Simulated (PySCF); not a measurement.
**[Dy(H2O)3]3+: shape and bonding**

Task: relax [Dy(H2O)3]3+ and analyse its electrons. The species was built from a template and needn't be a known compound.

Computed with PySCF 2.14.0. Level: r2SCAN, Dy lcecp-1-SVP with ECP55, O def2-SVP, H def2-SVP; scalar-relativistic core potentials, no spin–orbit coupling.

3 further runs of the same task are left out: 2 for a known fault of the program, 1 that didn't finish.

## Step 1: Starting geometry

10 atoms, charge 3, spin multiplicity 1.

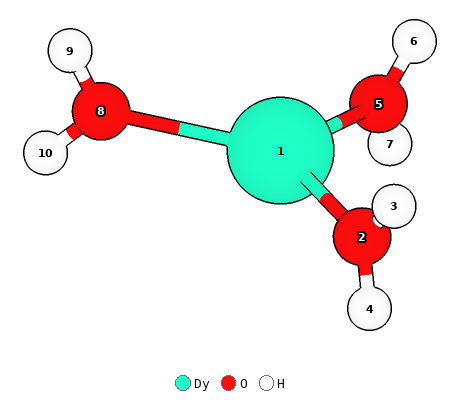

As it starts; dysprosium teal, oxygen red, hydrogen white; atoms are numbered from 1 in the order of the file.

Geometry (Å):

```xyz
10
DyH6O3
Dy    0.0000    0.0000    0.0000
O     2.4475    0.0000    0.0000
H     3.0375    0.0000    0.7700
H     3.0375    0.0000   -0.7700
O    -1.2237    2.1196    0.0000
H    -1.5187    2.6306    0.7700
H    -1.5187    2.6306   -0.7700
O    -1.2238   -2.1196    0.0000
H    -1.5188   -2.6306    0.7700
H    -1.5188   -2.6306   -0.7700
```

Formal oxidation states: Dy +3. Each metal's 9 4f electrons lie in its core potential, so multiplicities, spins and levels count the valence alone.

## Step 2: SCF at the start, singlet

run.py (the lines that set the calculation) reads:

```python
mol = gto.M(atom='''
Dy     0.00000     0.00000     0.00000
O      2.44750     0.00000     0.00000
H      3.03750     0.00000     0.77000
H      3.03750     0.00000    -0.77000
O     -1.22370     2.11960     0.00000
H     -1.51870     2.63060     0.77000
H     -1.51870     2.63060    -0.77000
O     -1.22380    -2.11960     0.00000
H     -1.51880    -2.63060     0.77000
H     -1.51880    -2.63060    -0.77000''',
    basis={'Dy': 'lcecp-1-SVP', 'O': 'def2-SVP', 'H': 'def2-SVP'},
    ecp={'Dy': 'lcecp-1-SVP'},
    charge=3, spin=0)
mf = dft.RKS(mol, xc='R2SCAN')
mf.grids.atom_grid = (50, 194)  # f atoms: unpruned, at least (60, 302)
mf = mf.density_fit()  # fitting sets: Dy AutoAux, O def2-universal-JKFIT, H def2-universal-JKFIT
mf.conv_tol = 1e-08; mf.max_cycle = 55
mf.kernel(dm0)  # dm0: free metal ions and neutral atoms
```

Command:

```bash
OMP_NUM_THREADS=2 python run.py
```

What it wrote:

```text
init E= -256.096392443827
  HOMO = -1.29841530673424  LUMO = -0.698418938426752  gap/eV = 16.32673
cycle= 1 E= -263.036356988272  delta_E= -6.94  |g|= 3.23  |ddm|= 3.18
  HOMO = -0.66015243633592  LUMO = -0.548944692622717  gap/eV = 3.02612
cycle= 2 E= -247.209294681535  delta_E= 15.8  |g|= 6.34  |ddm|=  7.4
  HOMO = -0.896000353562246  LUMO = -0.466257147516875  gap/eV = 11.69391
cycle= 3 E= -264.707595314681  delta_E= -17.5  |g|= 0.94  |ddm|= 7.15
  HOMO = -0.877815914329001  LUMO = -0.660508666168065  gap/eV = 5.91323
cycle= 4 E= -264.967017798389  delta_E= -0.259  |g|= 0.334  |ddm|= 1.41
  HOMO = -0.845962123809249  LUMO = -0.663576070609266  gap/eV = 4.96298
cycle= 5 E= -264.989534219899  delta_E= -0.0225  |g|= 0.0396  |ddm|= 0.22
  HOMO = -0.844679410207552  LUMO = -0.666157236672489  gap/eV = 4.85784
cycle= 6 E= -264.989848635642  delta_E= -0.000314  |g|= 0.00581  |ddm|= 0.0288
  HOMO = -0.844798877906933  LUMO = -0.666832082404776  gap/eV = 4.84272
cycle= 7 E= -264.989854897013  delta_E= -6.26e-06  |g|= 0.00119  |ddm|= 0.00566
  HOMO = -0.8446674050058  LUMO = -0.666810119882206  gap/eV = 4.83974
cycle= 8 E= -264.989855166816  delta_E= -2.7e-07  |g|= 0.00018  |ddm|= 0.00084
  HOMO = -0.844666014538633  LUMO = -0.666810710169234  gap/eV = 4.83969
cycle= 9 E= -264.989855172261  delta_E= -5.45e-09  |g|= 6.22e-05  |ddm|= 0.000152
  HOMO = -0.844663175470962  LUMO = -0.666813351726568  gap/eV = 4.83954
Extra cycle  E= -264.989855170597  delta_E= 1.66e-09  |g|= 0.000112  |ddm|= 0.000112
converged SCF energy = -264.989855170597
```

It took 5.1 s on 2 threads of Arm Neoverse V2, shared host; peak memory 0.71 GiB.

It gives: E = -264.989855 Eh, HOMO -22.98 eV, LUMO -18.14 eV, Mulliken charge on Dy1 +2.08 e. 

## Step 3: Relaxation, singlet

Steps are kept in the start's point group, D3h.

run.py (the lines that set the calculation) reads:

```python
mol = gto.M(atom='''
Dy     0.00000     0.00000     0.00000
O      2.44750    -0.00002     0.00000
H      3.03753    -0.00002     0.77000
H      3.03753    -0.00002    -0.77000
O     -1.22374     2.11961     0.00000
H     -1.51875     2.63059     0.77000
H     -1.51875     2.63059    -0.77000
O     -1.22376    -2.11959     0.00000
H     -1.51878    -2.63057     0.77000
H     -1.51878    -2.63057    -0.77000''',
    basis={'Dy': 'lcecp-1-SVP', 'O': 'def2-SVP', 'H': 'def2-SVP'},
    ecp={'Dy': 'lcecp-1-SVP'},
    charge=3, spin=0)
mf = dft.RKS(mol, xc='R2SCAN')
mf.grids.atom_grid = (50, 194)  # f atoms: unpruned, at least (60, 302)
mf = mf.density_fit()  # fitting sets: Dy AutoAux, O def2-universal-JKFIT, H def2-universal-JKFIT
mf.conv_tol = 1e-08; mf.max_cycle = 55
mf.kernel(dm0)  # dm0: an SCF of this state at this start
# quasi-Newton relaxation in Cartesian coordinates to a largest gradient under 0.00045 Eh/bohr, steps kept in the point group
```

Command:

```bash
OMP_NUM_THREADS=2 python run.py
```

No log is kept here; the results follow.

It took 27 s on 2 threads of Arm Neoverse V2, shared host.

Step by step:

```csv
step,energy from step 1 (eV),largest force component (eV/Å)
1,0.0000,2.3276
2,-0.2351,0.8311
3,-0.4060,0.3755
4,-0.4419,0.3881
5,-0.4493,0.0599
6,-0.4492,0.0023
```

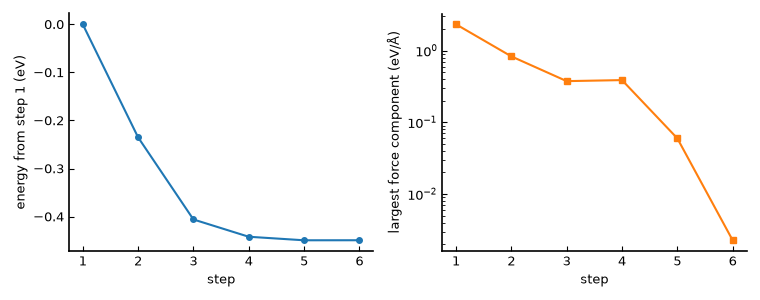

Energy and largest force along the relaxation.

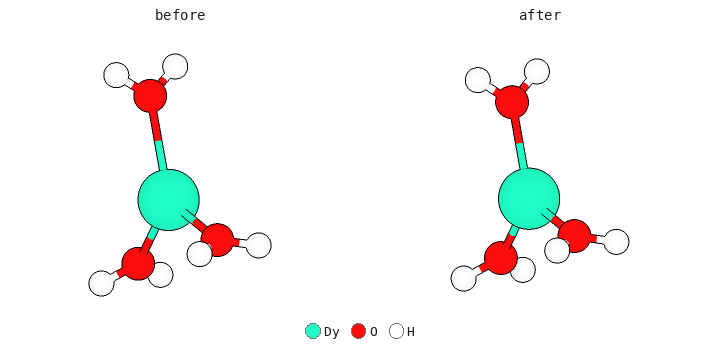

Before and after, at one scale.

Distances of close pairs at the start and the end, largest changes first:

```csv
bond,before (Å),after (Å),change (Å)
Dy1–O8,2.448,2.272,-0.175
Dy1–O2,2.448,2.272,-0.175
Dy1–O5,2.448,2.272,-0.175
O8–H9,0.970,0.991,+0.021
O8–H10,0.970,0.991,+0.021
O2–H3,0.970,0.991,+0.021
O2–H4,0.970,0.991,+0.021
O5–H6,0.970,0.991,+0.021
```

It ends in D3h at E = -265.006364 Eh.

```xyz
10
charge 3, multiplicity 1
Dy    0.0000    0.0000    0.0000
O     2.2724    0.0000    0.0000
H     2.8930    0.0000    0.7722
H     2.8930    0.0000   -0.7722
O    -1.1362    1.9679    0.0000
H    -1.4465    2.5054    0.7722
H    -1.4465    2.5054   -0.7722
O    -1.1362   -1.9679    0.0000
H    -1.4465   -2.5054    0.7722
H    -1.4465   -2.5054   -0.7722
```

## Step 4: Displaced along the imaginary mode

A run of the vibrations, not shown, found an unstable mode. Steps are kept in the start's point group, D3.

run.py (the lines that set the calculation) reads:

```python
mol = gto.M(atom='''
Dy     0.00000     0.00000     0.00000
O      2.27237    -0.00001     0.00000
H      2.89303     0.24998     0.77222
H      2.89303    -0.25002    -0.77222
O     -1.13617     1.96794     0.00000
H     -1.66300     2.38045     0.77222
H     -1.22999     2.63044    -0.77222
O     -1.13620    -1.96792     0.00000
H     -1.23002    -2.63043     0.77222
H     -1.66304    -2.38042    -0.77222''',
    basis={'Dy': 'lcecp-1-SVP', 'O': 'def2-SVP', 'H': 'def2-SVP'},
    ecp={'Dy': 'lcecp-1-SVP'},
    charge=3, spin=0)
mf = dft.RKS(mol, xc='R2SCAN')
mf.grids.atom_grid = (50, 194)  # f atoms: unpruned, at least (60, 302)
mf = mf.density_fit()  # fitting sets: Dy AutoAux, O def2-universal-JKFIT, H def2-universal-JKFIT
mf.conv_tol = 1e-08; mf.max_cycle = 55
mf.kernel(dm0)  # dm0: an SCF of this state at this start
# quasi-Newton relaxation in Cartesian coordinates to a largest gradient under 0.00045 Eh/bohr, steps kept in the point group
```

Command:

```bash
OMP_NUM_THREADS=2 python run.py
```

No log is kept here; the results follow.

It took 2.3 min on 2 threads of Arm Neoverse V2, shared host.

Along the way:

```csv
step,energy from step 1 (eV),largest force component (eV/Å)
1,0.0000,1.1392
2,-0.1461,0.1105
3,-0.1538,0.0489
4,-0.1605,0.1903
5,-0.1654,0.2977
6,-0.1752,0.2644
7,-0.1972,0.0383
8,-0.1982,0.5345
9,-0.2150,0.0769
10,-0.2224,0.0779
11,-0.2299,0.1323
12,-0.2355,0.1744
13,-0.2423,0.1477
14,-0.2477,0.0499
15,-0.2490,0.2276
16,-0.2526,0.0209
17,-0.2544,0.0201
18,-0.2560,0.1686
19,-0.2575,0.0123
20,-0.2582,0.0280
21,-0.2586,0.1301
22,-0.2592,0.0269
23,-0.2595,0.0244
24,-0.2597,0.0707
25,-0.2599,0.0062
26,-0.2600,0.0073
27,-0.2602,0.0384
28,-0.2603,0.0051
```

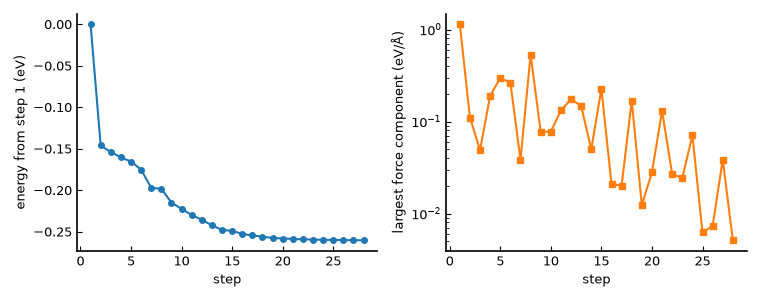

Energy and largest force along the relaxation.

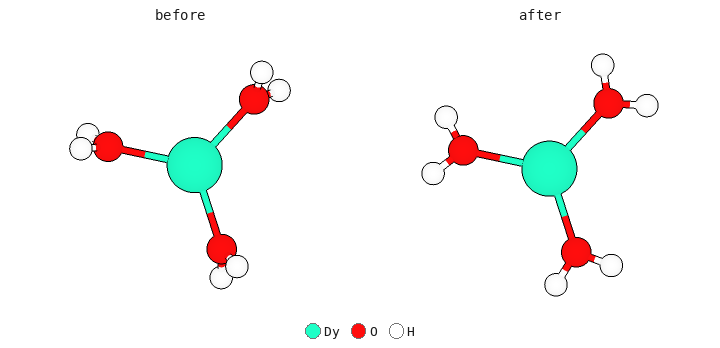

The geometry before (left) and after (right).

Distances of close pairs at the start and the end, largest changes first:

```csv
bond,before (Å),after (Å),change (Å)
O2–H3,1.022,0.991,-0.031
O8–H9,1.022,0.991,-0.031
O5–H6,1.022,0.991,-0.031
O2–H4,1.022,0.991,-0.031
O5–H7,1.022,0.991,-0.031
O8–H10,1.022,0.991,-0.031
Dy1–O2,2.272,2.260,-0.013
Dy1–O5,2.272,2.260,-0.013
```

It ends in D3 at E = -265.011565 Eh.

```xyz
10
charge 3, multiplicity 1
Dy    0.0000    0.0000    0.0000
O     2.2598    0.0000    0.0000
H     2.8797    0.7542    0.1711
H     2.8797   -0.7543   -0.1711
O    -1.1299    1.9571    0.0000
H    -2.0930    2.1168    0.1711
H    -0.7866    2.8710   -0.1711
O    -1.1299   -1.9571    0.0000
H    -0.7867   -2.8710    0.1711
H    -2.0931   -2.1167   -0.1711
```

## Step 5: Properties on a finer grid

run.py (the lines that set the calculation) reads:

```python
mol = gto.M(atom='''
Dy     0.00000     0.00000     0.00000
O      2.25982    -0.00001     0.00000
H      2.87968     0.75423     0.17110
H      2.87967    -0.75427    -0.17110
O     -1.12990     1.95707     0.00000
H     -2.09303     2.11676     0.17110
H     -0.78662     2.87101    -0.17110
O     -1.12992    -1.95706     0.00000
H     -0.78666    -2.87100     0.17110
H     -2.09306    -2.11674    -0.17110''',
    basis={'Dy': 'lcecp-1-SVP', 'O': 'def2-SVP', 'H': 'def2-SVP'},
    ecp={'Dy': 'lcecp-1-SVP'},
    charge=3, spin=0)
mf = dft.RKS(mol, xc='R2SCAN')
mf.grids.atom_grid = (75, 302)  # f atoms: unpruned, at least (60, 302)
mf = mf.density_fit()  # fitting sets: Dy AutoAux, O def2-universal-JKFIT, H def2-universal-JKFIT
mf.conv_tol = 1e-09; mf.max_cycle = 55
mf.kernel(dm0)  # dm0: the density of the relaxed state
```

Command:

```bash
OMP_NUM_THREADS=2 python run.py
```

What it wrote:

```text
init E= -265.012123901685
  HOMO = -0.876976531778573  LUMO = -0.639520863653184  gap/eV = 6.46150
cycle= 1 E= -265.012123990736  delta_E= -8.91e-08  |g|= 0.000377  |ddm|= 0.000948
  HOMO = -0.876883920040669  LUMO = -0.639533415160315  gap/eV = 6.45864
cycle= 2 E= -265.012123931186  delta_E= 5.96e-08  |g|= 0.000671  |ddm|= 0.000652
  HOMO = -0.876943888708554  LUMO = -0.63952279231933  gap/eV = 6.46056
cycle= 3 E= -265.012124017676  delta_E= -8.65e-08  |g|= 5.3e-06  |ddm|= 0.000423
  HOMO = -0.876943484077059  LUMO = -0.639523446620301  gap/eV = 6.46053
cycle= 4 E= -265.01212401768  delta_E= -4.77e-12  |g|= 1.53e-06  |ddm|= 5.07e-06
  HOMO = -0.876943512066124  LUMO = -0.639523050781982  gap/eV = 6.46054
Extra cycle  E= -265.01212401768  delta_E= 3.41e-13  |g|= 1.19e-06  |ddm|= 2.63e-06
converged SCF energy = -265.01212401768
```

It took 29 s on 2 threads of Arm Neoverse V2, shared host.

It gives: E = -265.012124 Eh, HOMO -23.86 eV, LUMO -17.40 eV, Mulliken charge on Dy1 +1.96 e, largest force component 0.065 eV/Å. 

Löwdin charges:

```csv
atom,value (e)
Dy1,1.63
O2,0.02
H3,0.22
H4,0.22
O5,0.02
H6,0.22
H7,0.22
O8,0.02
H9,0.22
H10,0.22
```

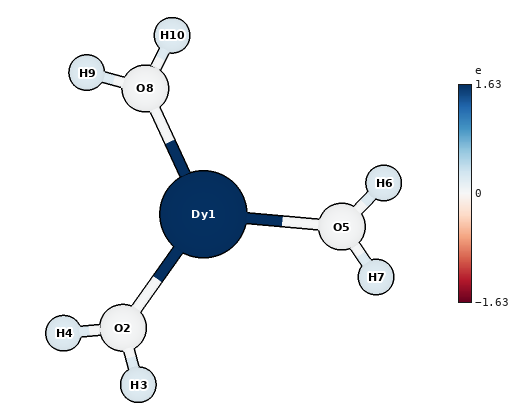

Löwdin charges, as colours on the atoms.

Mulliken charges: Dy1 +1.96, O2 -0.34, H3 +0.34, H4 +0.34, O5 -0.34, H6 +0.34, H7 +0.34, O8 -0.34, H9 +0.34, H10 +0.34 e.

Contacts (the nearest donor of each ligand) and Mayer bond orders:

```csv
contact,distance (Å),bond order
Dy1–O2 (H2O),2.260,0.60
Dy1–O5 (H2O),2.260,0.60
Dy1–O8 (H2O),2.260,0.60
```

Mulliken populations of Dy1 outside the core potential: s 2.13, p 6.15, d 0.73, f 0.04.

Orbitals, density, ELF and potential are computed afterwards from the orbital file.

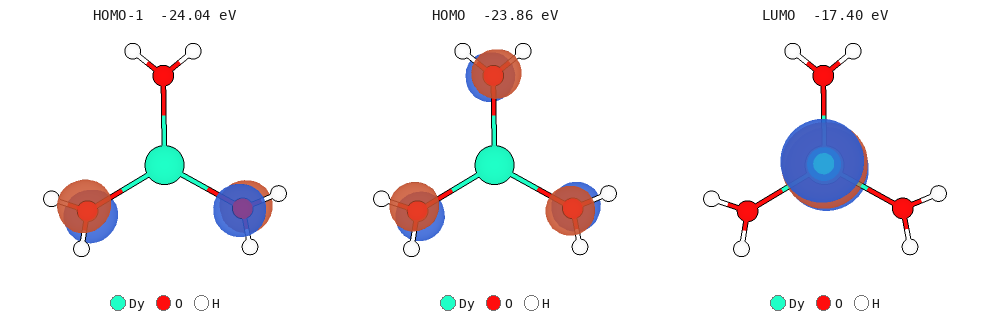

Frontier orbitals at r2SCAN; each surface holds 70 % of the orbital's density, blue and red mark the sign.

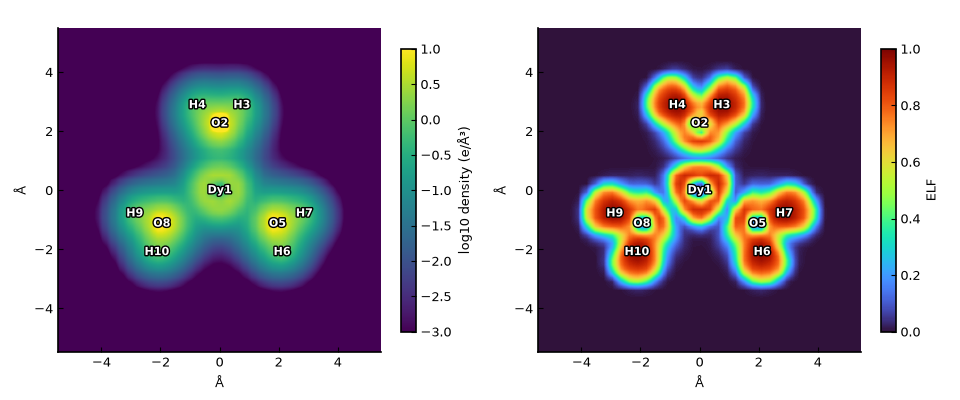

Density (left) and ELF (right) in a plane through or near 10 of the atoms.

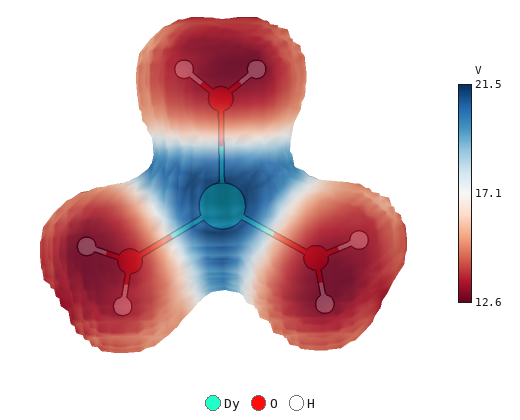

The potential that a unit positive charge feels on the 0.002 e/bohr³ surface, from 12.61 to 21.52 V.

## Step 6: Summary of results

| quantity | value |
| --- | --- |
| state and point group | singlet in the valence, D3 |
| metal–ligand contacts | 2.26 Å |
| frontier levels | HOMO -23.86 eV, LUMO -17.40 eV |
| dipole about the centre of mass | 0.00 D |
| mean polarisability | 4.8 Å³ |

The metal carries +1.63 e by Löwdin's partition against a formal +3, and bond orders to the nearest donors reach 0.60. Both measures hang on the basis. Leaving the first, D3h structure gained 0.14 eV and gave D3. No vibrations are shown for the final structure, so this session doesn't show it to be a minimum. One start shape was tried, so another isomer may lie lower. These are double-zeta-type bases without diffuse functions. Spin–orbit coupling is left out.
